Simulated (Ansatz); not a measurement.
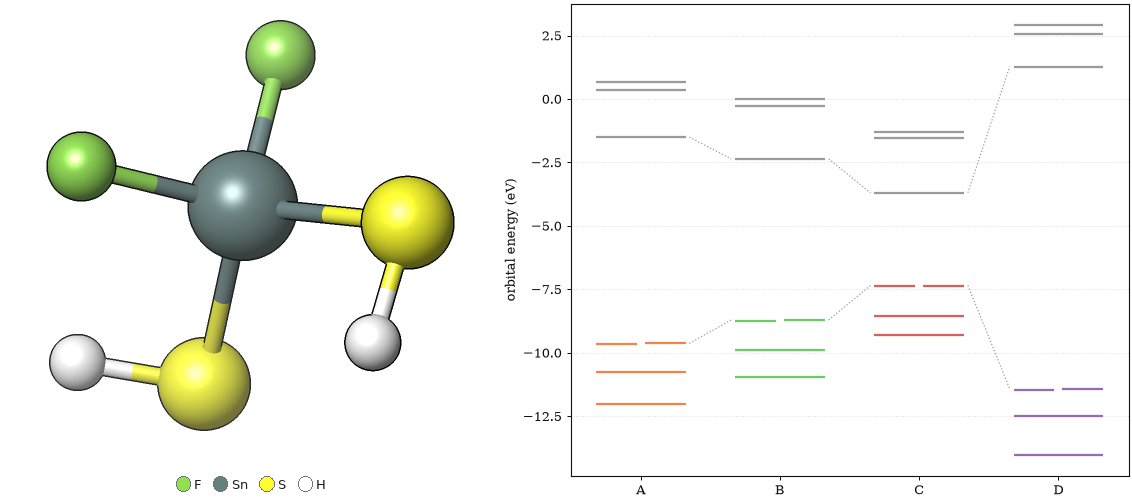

Frontier orbital energies of SnH₂S₂F₂, SMILES [F][Sn]([F])([SH])[SH], singlet at one geometry, def2-TZVPP, the Ansatz code 0.2.0, at a PBE0-D4/def2-TZVP geometry (a minimum by its frequencies). Empty levels are grey, levels within 0.1 eV stand side by side; all columns show the same few orbitals around the gap. Dotted lines join the HOMOs and the LUMOs.

The columns come from BHLYP, HF, LDA (SPW92) and r2SCAN0. Which is which?

Answer. A: BHLYP (HOMO −9.63, LUMO −1.51, separation 8.12 eV)
B: r2SCAN0 (HOMO −8.71, LUMO −2.36, separation 6.35 eV)
C: LDA (SPW92) (HOMO −7.35, LUMO −3.69, separation 3.66 eV)
D: HF (HOMO −11.41, LUMO 1.28, separation 12.69 eV)

Limits of at least one run: core potentials past krypton; empty levels above zero depend strongly on the basis; spin-orbit coupling is left out, and with Sn it can shift these levels and split any degenerate set.
